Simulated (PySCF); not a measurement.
## Run report: Ga$_{2}$, single-point calculation

- system: Ga$_{2}$
- method: UHF/pcseg-1, tda (PySCF 2.14.0)

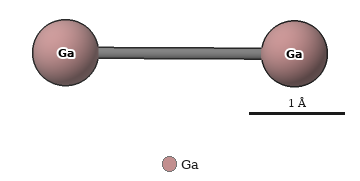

The structure as given in the input (ball-and-stick view, seen at a tilt). Sticks mark near contacts.

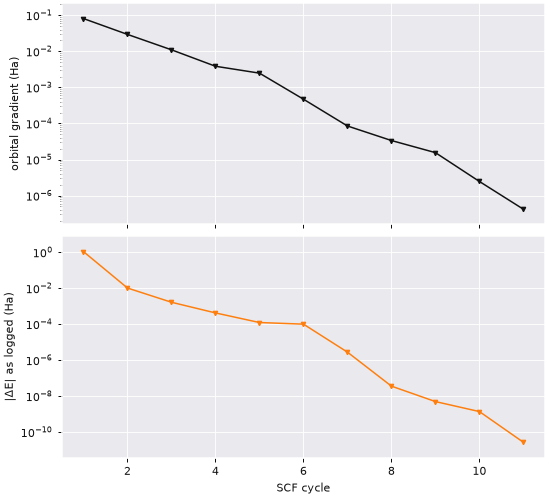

Convergence of the self-consistent field: orbital gradient and size of the energy change against the SCF cycle. The residual falls at every step.

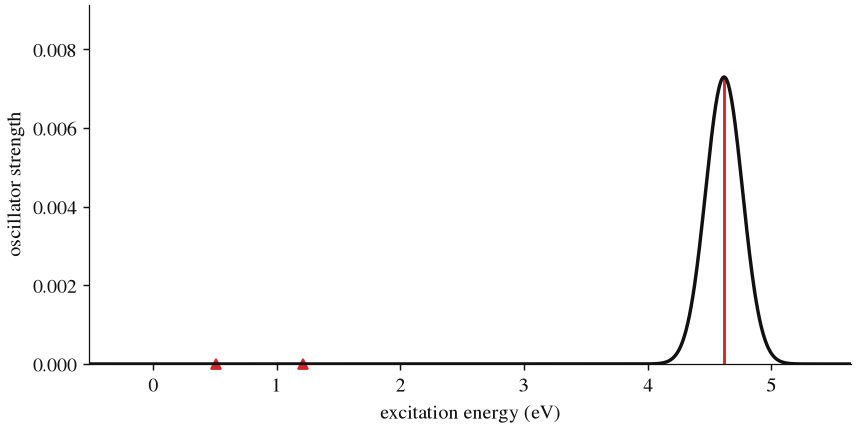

Computed excitations as sticks (degenerate states added up, dark ones marked on the axis), with a Gaussian envelope of 0.35 eV full width at half maximum, scaled to the tallest. Of the 3 states the lowest lies at 0.51 eV (f = 0.000); the strongest line is at 4.62 eV, or 268 nm (f = 0.007).

These pictures come from the run below.

## Input
```python
from pyscf import gto, scf, tdscf

mol = gto.M(
    atom='Ga 0 0 0; Ga 0 0 2.41',
    basis='pcseg-1',
    charge=0,
    spin=0,
    verbose=4,
)
mf = scf.UHF(mol)
mf.kernel()
td = tdscf.TDA(mf)
td.nstates = 3
td.kernel()
td.analyze()
mf.dip_moment()
print('orbital energies (hartree):', [e[max(0, n-3):n+3].round(4) for e, n in zip(mf.mo_energy, mol.nelec)])
```

Launch command:
```bash
OMP_NUM_THREADS=1 python input.py
```

## Output
```
PySCF version 2.14.0

[INPUT] verbose = 4
[INPUT] num. atoms = 2
[INPUT] num. electrons = 62
[INPUT] charge = 0
[INPUT] spin (= nelec alpha-beta = 2S) = 0
[INPUT] symmetry False subgroup None
[INPUT] Mole.unit = angstrom
[INPUT] Symbol           X                Y                Z      unit          X                Y                Z       unit  Magmom
[INPUT]  1 Ga     0.000000000000   0.000000000000   0.000000000000 AA    0.000000000000   0.000000000000   0.000000000000 Bohr   0.0
[INPUT]  2 Ga     0.000000000000   0.000000000000   2.410000000000 AA    0.000000000000   0.000000000000   4.554239960202 Bohr   0.0

nuclear repulsion = 211.012157549427
number of shells = 6
number of NR pGTOs = 164
number of NR cGTOs = 54
basis = pcseg-1
ecp = {}

******** <class 'pyscf.scf.uhf.UHF'> ********
method = UHF
initial guess = minao
damping factor = 0
level_shift factor = 0
DIIS = <class 'pyscf.scf.diis.CDIIS'>
diis_start_cycle = 1
diis_space = 8
diis_damp = 0
SCF conv_tol = 1e-09
SCF conv_tol_grad = None
SCF max_cycles = 50
direct_scf = True
direct_scf_tol = 1e-13
number electrons alpha = 31  beta = 31
Set gradient conv threshold to 3.16228e-05
init E= -3844.84486673727

WARN: alpha nocc = 31  HOMO -0.0478622992972284 >= LUMO -0.0495366615385304

WARN: beta  nocc = 31  HOMO -0.0495366615385307 >= LUMO -0.0495366615385304

WARN: HOMO -0.0478622992972284 >= LUMO -0.0495366615385304

cycle= 1 E= -3845.92070489977  delta_E= -1.08  |g|= 0.0808  |ddm|= 1.13
  alpha nocc = 31  HOMO = -0.22905293728086  LUMO = -0.0259824420246896
  beta  nocc = 31  HOMO = -0.229014693198357  LUMO = -0.0259824420246896
  HOMO = -0.229014693198  LUMO = -0.0259824420247  gap/eV = 5.52479
cycle= 2 E= -3845.93093237753  delta_E= -0.0102  |g|= 0.0294  |ddm|= 0.17
  alpha nocc = 31  HOMO = -0.224147877667608  LUMO = -0.013764797853649
  beta  nocc = 31  HOMO = -0.224033552084365  LUMO = -0.013764797853649
  HOMO = -0.224033552084  LUMO = -0.0137647978536  gap/eV = 5.72170
cycle= 3 E= -3845.93257738383  delta_E= -0.00165  |g|= 0.011  |ddm|= 0.0846
  alpha nocc = 31  HOMO = -0.228899282933874  LUMO = -0.0145587537364658
  beta  nocc = 31  HOMO = -0.228763778442309  LUMO = -0.0145587537364658
  HOMO = -0.228763778442  LUMO = -0.0145587537365  gap/eV = 5.82882
cycle= 4 E= -3845.93299798095  delta_E= -0.000421  |g|= 0.00385  |ddm|= 0.0381
  alpha nocc = 31  HOMO = -0.229622525724524  LUMO = -0.0150494294851143
  beta  nocc = 31  HOMO = -0.229529667594404  LUMO = -0.0150494294851143
  HOMO = -0.229529667594  LUMO = -0.0150494294851  gap/eV = 5.83630
cycle= 5 E= -3845.93312078621  delta_E= -0.000123  |g|= 0.00248  |ddm|= 0.0173
  alpha nocc = 31  HOMO = -0.229945468506314  LUMO = -0.015056829374403
  beta  nocc = 31  HOMO = -0.229946322545192  LUMO = -0.015056829374403
  HOMO = -0.229945468506  LUMO = -0.0150568293744  gap/eV = 5.84742
cycle= 6 E= -3845.9332206818  delta_E= -9.99e-05  |g|= 0.00047  |ddm|= 0.0276
  alpha nocc = 31  HOMO = -0.229615503959587  LUMO = -0.0149876098005943
  beta  nocc = 31  HOMO = -0.229630859245893  LUMO = -0.0149876098005943
  HOMO = -0.22961550396  LUMO = -0.0149876098006  gap/eV = 5.84032
cycle= 7 E= -3845.93322345601  delta_E= -2.77e-06  |g|= 8.5e-05  |ddm|= 0.00521
  alpha nocc = 31  HOMO = -0.229651848264253  LUMO = -0.0149885981623209
  beta  nocc = 31  HOMO = -0.229662853041781  LUMO = -0.0149885981623209
  HOMO = -0.229651848264  LUMO = -0.0149885981623  gap/eV = 5.84128
cycle= 8 E= -3845.93322349158  delta_E= -3.56e-08  |g|= 3.36e-05  |ddm|= 0.000553
  alpha nocc = 31  HOMO = -0.229646025361806  LUMO = -0.0149914834586412
  beta  nocc = 31  HOMO = -0.229651490915545  LUMO = -0.0149914834586412
  HOMO = -0.229646025362  LUMO = -0.0149914834586  gap/eV = 5.84105
cycle= 9 E= -3845.93322349652  delta_E= -4.93e-09  |g|= 1.55e-05  |ddm|= 0.000148
  alpha nocc = 31  HOMO = -0.22965248875322  LUMO = -0.0149913387459658
  beta  nocc = 31  HOMO = -0.229653359543373  LUMO = -0.0149913387459658
  HOMO = -0.229652488753  LUMO = -0.014991338746  gap/eV = 5.84123
cycle= 10 E= -3845.93322349788  delta_E= -1.37e-09  |g|= 2.46e-06  |ddm|= 0.000106
  alpha nocc = 31  HOMO = -0.22965176075733  LUMO = -0.0149910338288576
  beta  nocc = 31  HOMO = -0.229651889868311  LUMO = -0.0149910338288576
  HOMO = -0.229651760757  LUMO = -0.0149910338289  gap/eV = 5.84122
cycle= 11 E= -3845.93322349791  delta_E= -2.68e-11  |g|= 4.18e-07  |ddm|= 1.73e-05
  alpha nocc = 31  HOMO = -0.229651856414964  LUMO = -0.014991024796801
  beta  nocc = 31  HOMO = -0.229651932466708  LUMO = -0.014991024796801
  HOMO = -0.229651856415  LUMO = -0.0149910247968  gap/eV = 5.84122
Extra cycle  E= -3845.93322349791  delta_E= 9.09e-13  |g|= 1.99e-07  |ddm|= 1.67e-06
converged SCF energy = -3845.93322349791  <S^2> = 1.0179976  2S+1 = 2.252108

******** <class 'pyscf.tdscf.uhf.TDA'> for <class 'pyscf.scf.uhf.UHF'> ********
nstates = 3
deg_eia_thresh = 1.000e-03
wfnsym = None
conv_tol = 1e-05
eigh lindep = 1e-12
eigh level_shift = 0
eigh max_cycle = 100

Excitation energies (eV)
[0.51367453 1.21128587 4.61808486]

** Excitation energies and oscillator strengths **
Excited State   1:      0.51367 eV   2413.67 nm  f=0.0000
      31a ->   33a     -0.70020
      31b ->   33b      0.70020
Excited State   2:      1.21129 eV   1023.58 nm  f=0.0000
      31a ->   33a      0.70295
      31b ->   33b      0.70295
Excited State   3:      4.61808 eV    268.48 nm  f=0.0073
      29a ->   33a     -0.23609
      30a ->   34a     -0.35071
      30a ->   35a     -0.39370
      29b ->   33b     -0.10937
      30b ->   34b     -0.75702
      30b ->   35b     -0.18239
      30b ->   45b      0.10206

** Transition electric dipole moments (AU) **
state          X           Y           Z        Dip. S.      Osc.
  1         0.0000     -0.0000     -0.0000      0.0000      0.0000
  2        -0.0000      0.0000      0.0000      0.0000      0.0000
  3         0.2444     -0.0669     -0.0000      0.0642      0.0073

** Transition velocity dipole moments (imaginary part, AU) **
state          X           Y           Z        Dip. S.      Osc.
  1        -0.0000      0.0000     -0.0000      0.0000      0.0000
  2        -0.0000      0.0000      0.0000      0.0000      0.0000
  3        -0.0013      0.0003     -0.0000      0.0000      0.0000

** Transition magnetic dipole moments (imaginary part, AU) **
state          X           Y           Z
  1         0.0000     -0.0000     -1.4237
  2         0.0000     -0.0000     -0.0000
  3        -0.0000      0.0000      0.0000
Dipole moment(X, Y, Z, Debye):  0.00000,  0.00000, -0.00000
orbital energies (hartree): [array([-0.5379, -0.3524, -0.2297, -0.015 ,  0.0172,  0.0453]), array([-0.5379, -0.3524, -0.2297, -0.015 ,  0.0172,  0.0453])]
```

## Results in brief

```tsv
quantity	value
outcome	converged
SCF energy	−3845.933223 hartree
⟨S²⟩	1.018
dipole moment	0.00 D
hardware	1 CPU thread, shared host
wall time	3.9 s
```

## Remarks

⟨S²⟩ is 1.02 against 0.00 for a pure state: the solution is spin-contaminated.
